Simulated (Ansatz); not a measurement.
**CH$_{4}$AlClF$_{2}$···HF: density, localisation and related maps**

```csv
atom,x (Å),y (Å),z (Å)
Al,0.1442,-0.3702,0.4986
Cl,-1.1300,1.3130,1.1907
C,-0.7395,-1.8155,-0.4341
F,1.3653,-0.6075,1.6171
H,1.0992,1.6625,-0.5956
F,1.0857,0.6660,-0.7971
H,0.0985,2.6209,0.4758
F,0.8480,2.8936,-0.0942
H,-1.4247,-1.4486,-1.2165
H,-0.0098,-2.4912,-0.9121
H,-1.3368,-2.4231,0.2674
```

Theory: RKS B3LYP/def2-SVP (Ansatz).

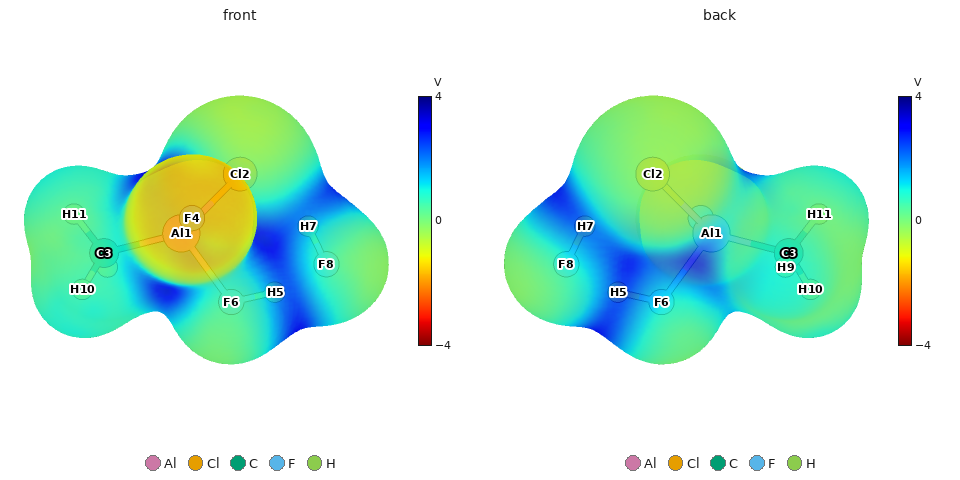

Figure 1. The electrostatic potential painted on the density surface at 0.004 e/bohr³, seen from the front and from behind; red is negative and blue positive.

### Describe the electrostatic potential map.

The most negative region (about −1.7 V, or −39 kcal/mol for a unit charge) lies over F4, the most positive (about +3.2 V, or +74 kcal/mol for a unit charge) over Al1.

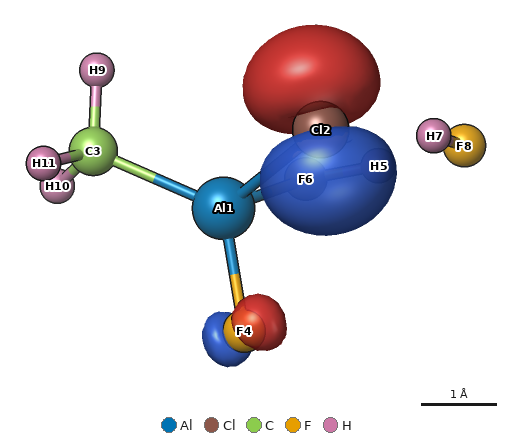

Figure 2. The HOMO−1 at ±0.2 Å⁻³ᐟ² (red and blue are the two phases), seen from one side.

### Where does this orbital lie, and at what energy?

By Hirshfeld shares it lies mainly on Cl2 (about 85 %) and F4 (about 5 %); largely a lone pair of Cl2. Its energy is −9.06 eV.

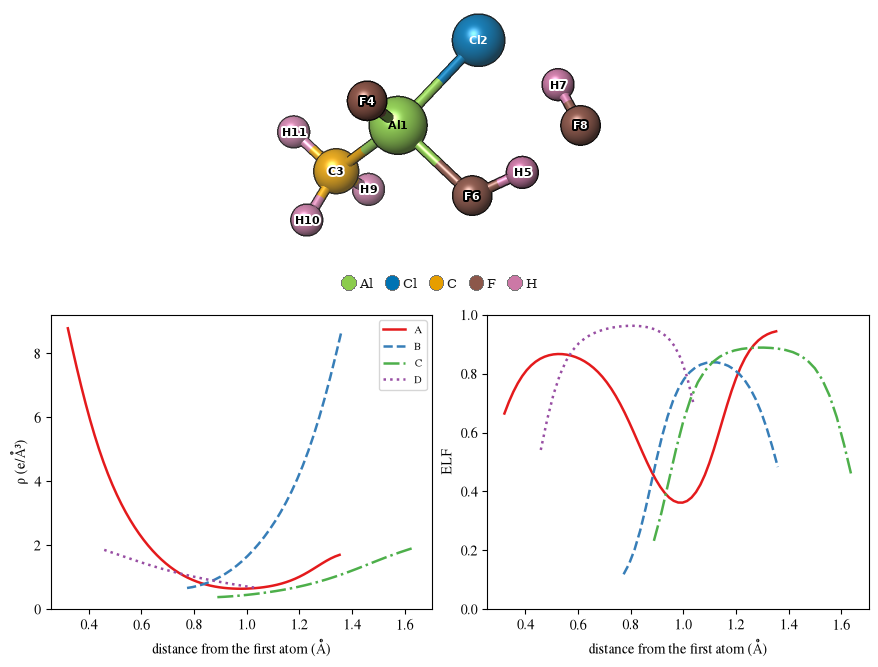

Figure 3. Total electron density and electron localisation function along straight lines between neighbouring atoms. The curves leave out the atomic cores. The structure is drawn too.

### Which curve belongs to which contact (Al–Cl, Al–F, C–Al and F–H)? The first atom named is at distance zero.

Curve A: F8···H5 (1.35 Å): the density falls to about 0.64 e/Å³ on the way; the ELF peaks at about 0.85 between the atoms. Curve B: Al–F (1.67 Å): ρ is about 0.78 e/Å³ halfway; the ELF peaks at about 0.85 in the valence shell of F, 0.6 Å from its nucleus, and is about 0.25 at the midpoint. Curve C: Al–Cl (2.22 Å): ρ at the midpoint is about 0.57 e/Å³; the ELF peaks at about 0.90 in the valence shell of Cl, 0.9 Å from its nucleus, and is about 0.85 at the midpoint. Curve D: C–Al (1.93 Å): ρ at the midpoint is about 0.75 e/Å³; the ELF peaks at about 0.95 between the atoms (a polar covalent bond).
